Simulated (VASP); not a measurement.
Band structure of SnO (litharge). Computed with optB88-vdW, VASP's PBE PAW potentials (set 64) (plane waves; VASP).

Unless said otherwise, spin-orbit coupling is left out, though it shifts the bands of the heavy elements here.

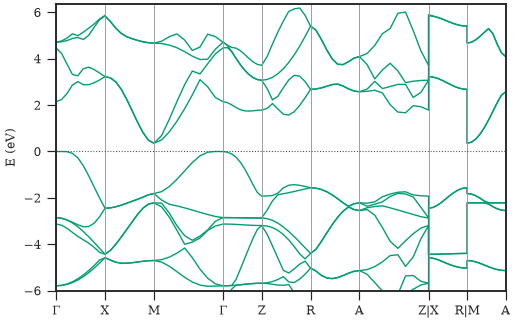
Fig. 1. Bands along high-symmetry lines, zero at the valence-band maximum or, without a gap, the Fermi level

Read the plot: is there a gap, and where are the band edges?

The gap is indirect, 0.36 eV, from the valence maximum at M-Γ at 0.89 to the conduction minimum at M. (Edges off the drawn lines would not show.)

Measured: gap 0.70 eV (computed value off by -0.34 eV), as given by David Waroquiers et al., Physical Review B (2013), arXiv:1302.6756.

The compound is SnO in the litharge structure. It was relaxed first.
